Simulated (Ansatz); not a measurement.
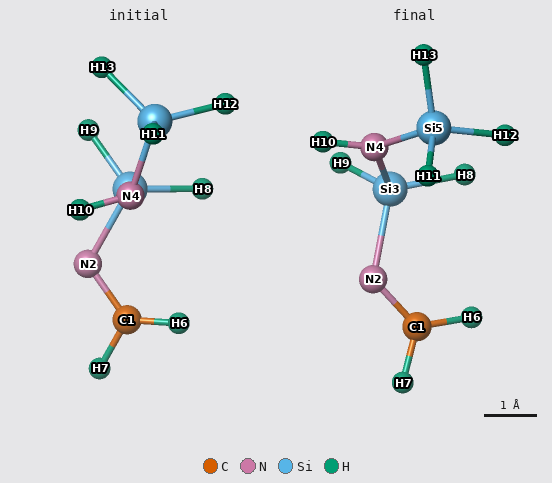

The structure of CH₈N₂Si₂ (coarse preliminary run) before (left) and after (right) a relaxation, at one scale.

The picture is a ball-and-stick view, seen from a free direction.

The start comes from a force field.

Computed with RKS PBE-D4/def2-SVP in Ansatz.

Input
```yaml
crystal:
  periodic: [false, false, false]
  atoms:
    - {symbol: C, position_ang: [-2.171200, -0.692400, 1.321300]}
    - {symbol: N, position_ang: [-1.953300, 0.257400, 0.436500]}
    - {symbol: Si, position_ang: [-0.657400, -0.071100, -0.638700]}
    - {symbol: N, position_ang: [0.751900, 0.328400, 0.364000]}
    - {symbol: Si, position_ang: [2.086300, 0.366300, -0.580700]}
    - {symbol: H, position_ang: [-1.674500, -1.587100, 1.427100]}
    - {symbol: H, position_ang: [-3.028400, -0.481800, 2.014300]}
    - {symbol: H, position_ang: [-0.569600, -1.492700, -0.975400]}
    - {symbol: H, position_ang: [-0.707700, 0.852300, -1.744100]}
    - {symbol: H, position_ang: [0.486900, 1.234800, 0.780400]}
    - {symbol: H, position_ang: [3.184200, 0.709800, 0.374500]}
    - {symbol: H, position_ang: [2.355400, -0.934900, -1.176600]}
    - {symbol: H, position_ang: [1.917900, 1.476400, -1.587800]}
basis:
  gaussian: {orbitals: def2-SVP}
hamiltonian: {xc: pbe, dispersion: d4}
relax: {f_tol: 0.03, max_steps: 200}
```

Describe what moved and what it gained.

Answer. After 21 accepted moves (24 points after the start) the energy has fallen by 116.8 kJ/mol. Largest force component: 5.2 eV/Å at the start, 0.017 eV/Å at the end. The line search rejected the trial steps at points 10, 14, 22 of the run. The atom that moves furthest after the best rigid fit is H10 (1.51 Å). By element the largest moves are H 1.51 Å, N 1.20 Å, Si 0.35 Å, C 0.32 Å. Among the contacts that change: Si3–Si5 2.779 → 3.147 Å, N4–Si5 1.635 → 1.755 Å, C1–H6 1.029 → 1.124 Å, Si3–H9 1.441 → 1.502 Å. Bond angles that change, for instance: Si3–N4–Si5 109.1° → 128.0°, Si3–N4–H10 102.8° → 114.9°, C1–N2–Si3 114.1° → 124.5°. Groups turn about N2–Si3 by about 45°.
